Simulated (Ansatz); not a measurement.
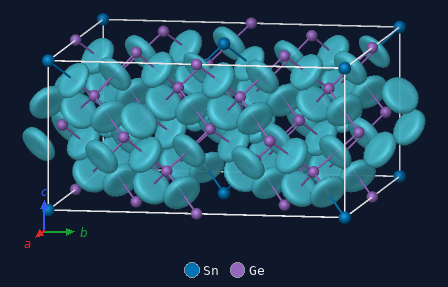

Figure 1: SnGe15. Isosurface of the electron localisation function at 0.6 (cyan), seen slightly off an axis. Core shells and regions of very low density are left out. Sticks mark near contacts.

Space group P-4m2; a generated structure, not necessarily the stable one.

These are results of DFT LDA, scalar-relativistic, plane waves, PAW in Ansatz, not measurements.

In a PAW calculation such maps are meaningful between the atoms, not at the nuclei.

Question: Identify the bonds, lone pairs and shells in this picture.

Answer: The ELF exceeds this value in 56 regions between bonded Ge–Ge atoms and eight regions between bonded Ge–Sn atoms, counted in one cell of 32 atoms. Regions shared between cells count once. Along the contacts the grid gives the following. Ge–Ge (2.43 Å): the ELF peaks at about 0.75 between the atoms. Sn–Ge (2.57 Å): the ELF peaks at about 0.70 between the atoms.
